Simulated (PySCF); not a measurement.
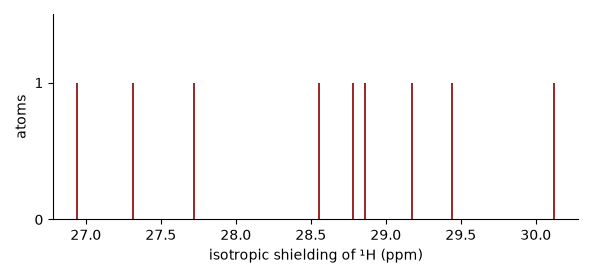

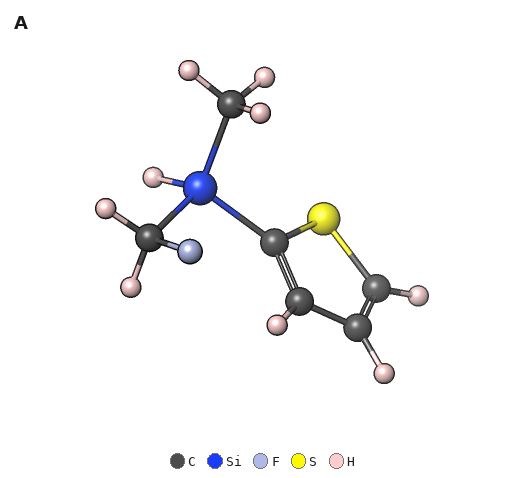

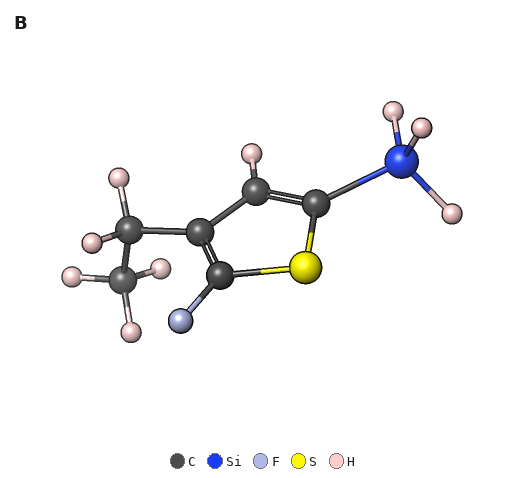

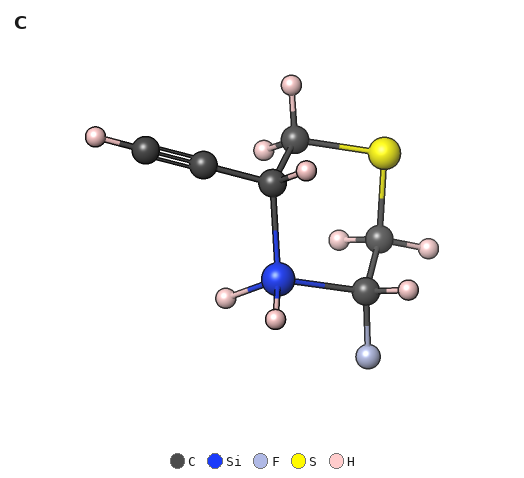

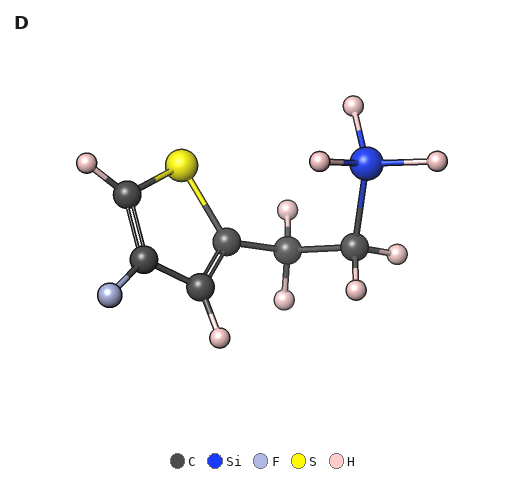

The sticks are computed shieldings of one of the molecules, for one fixed geometry (GFN2-xTB) without averaging over rotations. Low shielding means a high chemical shift. Method: GIAO PBE0/pcSseg-1 NMR shielding, non-relativistic, gas phase (PySCF 2.14.0).

Match the spectrum to a structure.

Answer. C, `C#C[C@@H]1CSC[C@H](F)[SiH2]1`. Its 9 H atoms give lines at 26.94, 27.31, 27.72, 28.55, 28.78, 28.86, 29.17, 29.44, 30.12 ppm.

The geometry is semi-empirical. Around Si such bond lengths and angles can be off by a tenth of an ångström or more and by several degrees, and values that hang on the shape move with them.
